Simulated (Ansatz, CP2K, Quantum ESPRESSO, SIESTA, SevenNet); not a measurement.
# Structure and levels of amorphous Ge at 5.05 g/cm³ (72 atoms) across programs

Aim: relax amorphous Ge at 5.05 g/cm³ (72 atoms), then compare forces, pressure and levels from several programs at that geometry.

All numbers are calculated, not measured.

## (1) Set-up

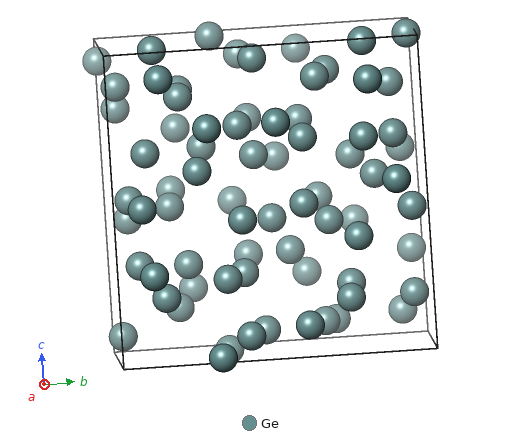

The cell (germanium teal). Some periodic images of atoms are drawn too.

The cell holds 72 atoms (72 Ge), with edges of 11.98, 11.98 and 11.98 Å. Recipe: 72 atoms (72 Ge) placed at random at 5.05 g/cm³, melted at 3500 K for 10 ps at fixed volume with the Tersoff potential (Tersoff, Phys. Rev. B 39, 5566 (1989)). Quenched from 3500 K to 300 K at 20 K/ps and fixed volume, annealed at 800 K for 20 ps, held 5 ps, then minimised at fixed cell. Then the atoms were relaxed with SevenNet l3i5 in the fixed cell. Then the atoms were relaxed with CP2K double zeta, PBE.

## (2) The relaxation

CP2K double zeta (DZVP-MOLOPT-SR, GTH-PBE potentials, 280 Ry; k-points Γ) took 21 geometry steps and reached its thresholds. It started from the geometry that SevenNet l3i5 had relaxed.

Elapsed: 8.5 min, on 4 MPI ranks of Arm Neoverse V1, shared host; peak memory 3 GiB.

```csv
,before,after
energy (meV/atom),0,-14.0
Ge-Ge bonds under 3.08 Å,153 at 2.556 Å,150 at 2.550 Å
```

Atoms moved by 0.16 Å r.m.s. and 0.32 Å at most, with the common shift taken off.

## (3) Structure of the relaxed cell

Density 5.05 g/cm³, 23.88 Å³ an atom.

Pair distribution function in bins of 0.2 Å:

```csv
r (Å),total
2.30,0.05
2.50,5.06
2.70,0.82
2.90,0.16
3.10,0.08
3.30,0.29
3.50,0.49
3.70,1.11
3.90,1.84
4.10,1.82
4.30,1.64
4.50,0.83
4.70,0.85
4.90,0.64
5.10,0.61
5.30,0.79
5.50,0.99
5.70,0.96
5.90,1.13
```

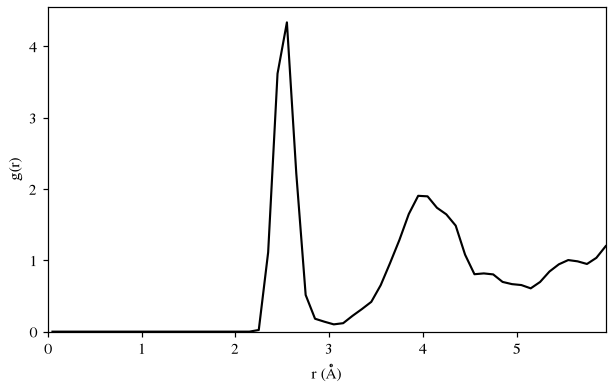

Pair distribution functions, lightly smoothed.

Bonds by pair of elements; cutoffs follow the first minimum of g(r), held within bounds set by covalent radii, and pairs that aren't listed don't count as bonded:

```csv
pair A-B,cutoff (Å),bonds,mean length (Å),spread (Å),shortest (Å),B about A,A about B
Ge-Ge,3.08,150,2.55,0.098,2.40,4.17,4.17
```

How many atoms have how many bonded neighbours:

```csv
element,mean,3,4,5
Ge,4.17,1,58,13
```

Bond angles (no mean is given where the spread exceeds 20°):

```csv
angle,count,mean (°),spread (°)
Ge-Ge-Ge,481,108,16.9
```

Bond length by coordination (bonds to H left out):

```csv
element,coordination,atoms,mean bond length (Å)
Ge,3,1,2.52
Ge,4,58,2.52
Ge,5,13,2.65
```

Rings of the network by King's shortest-path rule, up to 12 atoms, one path for each pair of neighbours; H, halogens, alkali and alkaline-earth atoms are left out, and the last column divides by all other atoms, bonded or not:

```csv
ring size (atoms),rings,per network atom
3,2,0.028
4,8,0.111
5,50,0.694
6,54,0.75
7,31,0.431
8,5,0.069
```

The first peak of g(r) lies near 2.5 Å. With the cutoffs above, 81 % of Ge atoms have 4 bonded neighbours. The Ge-Ge-Ge angle averages 108° with a spread of 17°. Bonds at Ge atoms with 4 neighbours average 2.52 Å, against 2.65 Å at those with 5. Rings of 6 atoms are the most common (36 % of those counted); sizes run from 3 to 8.

## (4) The plane-wave reference

Quantum ESPRESSO 7.5: Kohn-Sham DFT, PBE, SSSP efficiency 1.3.0 pseudopotentials, plane waves. Its input for the relaxed cell:

```
&control
  calculation = 'scf'
  pseudo_dir = './pseudo'
  outdir = './tmp'
  disk_io = 'none'
  tprnfor = .true.
  tstress = .true.
/
&system
  ibrav = 0
  nat = 72
  ntyp = 1
  ecutwfc = 45
  ecutrho = 360
  nosym = .true.
  occupations = 'smearing'
  smearing = 'fd'
  degauss = 0.003675
/
&electrons
  conv_thr = 3.6e-07
  electron_maxstep = 100
  mixing_beta = 0.2
  mixing_mode = 'local-TF'
  diagonalization = 'david'
/
ATOMIC_SPECIES
Ge 72.630 Ge.upf
CELL_PARAMETERS angstrom
11.98030 0.00000 0.00000
0.00000 11.98030 0.00000
0.00000 0.00000 11.98030
ATOMIC_POSITIONS crystal
Ge 0.97366 0.90577 0.54691
Ge 0.39641 0.24487 0.84252
Ge 0.70775 0.16166 0.99112
[... 67 atom lines left out ...]
Ge 0.35756 0.62087 0.72354
Ge 0.53681 0.41606 0.25554
K_POINTS gamma
```

Elapsed: 5.2 min, on 4 MPI ranks of Arm Neoverse V1, shared host; peak memory 5.5 GiB.

## (5) Side by side

CPU times are from a shared host and are rough.

| level | basis or training data | k-points | own r.m.s. force (meV/Å) | difference from the reference (meV/Å) | pressure (GPa) | Kohn-Sham gap (eV) | CPU time | memory (GiB) |
| --- | --- | --- | --- | --- | --- | --- | --- | --- |
| QE, PBE | plane waves, SSSP efficiency, 45/360 Ry | Γ | 25 | - | 0.69 | 0.39 | 21 min | 5.5 |
| CP2K triple zeta, PBE | TZV2P-UZH, GTH-PBE potentials, 350 Ry | Γ | 19 | 16 | 1.29 | 0.39 | 7.4 min | 4.8 |
| SIESTA DZP, PBE | DZP orbitals, shift 0.01 Ry, mesh 250 Ry | Γ | 94 | 105 | 2.80 | 0.42 | 6.9 min | 1.9 |
| SevenNet l3i5 | trained on PBE(+U) plane-wave data | - | 157 | 150 | 0.24 | - | 10 s | 0.97 |

The gap is the spacing of the highest filled and lowest empty Kohn-Sham level on the mesh; a dash marks partly filled levels, a spacing under 0.15 eV or a method without such levels.

## (6) What came out

Relaxation in the fixed cell lowers the energy by 14 meV/atom at its own level and moves atoms by up to 0.32 Å. By the cutoffs of the final cell 0 bonds formed and 3 were lost, leaving 150. The reference finds an r.m.s. force of 25 meV/Å there and a pressure of 0.69 GPa, at a geometry that CP2K double zeta made.

Forces differ from the reference's by 16 meV/Å (CP2K triple zeta, PBE), 105 meV/Å (SIESTA DZP, PBE) and 150 meV/Å (SevenNet l3i5). CP2K double zeta is at its own minimum here, so the reference's force is itself a measure of how the two differ. Pressures lie -0.5 GPa (SevenNet l3i5), +0.6 GPa (CP2K triple zeta, PBE) and +2.1 GPa (SIESTA DZP, PBE) from the reference's. The highest filled and lowest empty levels lie 0.39 eV apart in the reference, against 0.39 eV in CP2K triple zeta, PBE and 0.42 eV in SIESTA DZP, PBE. With the cutoffs above, 81 % of Ge atoms have 4 bonded neighbours. Rings of 6 atoms are the most common (36 % of those counted); sizes run from 3 to 8.

**Limits.** The density was set by the recipe and held. One sample of a disordered cell; defect or tail levels can set the gap. Gaps are read on the mesh, which holds the band edges only if they fold onto it, and semilocal functionals tend to put them under measured ones. The quench rate of 20 K/ps is many orders above laboratory rates, so the cell is likely richer in defects and strain than a real sample. The reference samples only Γ, in a cell whose shortest periodic width is 12 Å. The plane-wave runs aren't exact: their cutoffs and mesh weren't converged further here. SIESTA's automatically made basis is far from complete, and its potentials were converted by us (checked for H, C, O, Si, Ge and Ca alone). Spin–orbit coupling is left out. Where levels are smeared, the DFT runs use Fermi–Dirac occupations at 580 K (0.05 eV), and energies are free energies.

[Logs are printed without paths, hosts, clocks, repeated set-up lines and the standing remarks that a program may print on its own settings, such as how far it seeks lower states.]

[Hosts, paths, dates, database ids (printed as entryN), source tags and the programs' standing remarks are cut or masked in the printed files.]
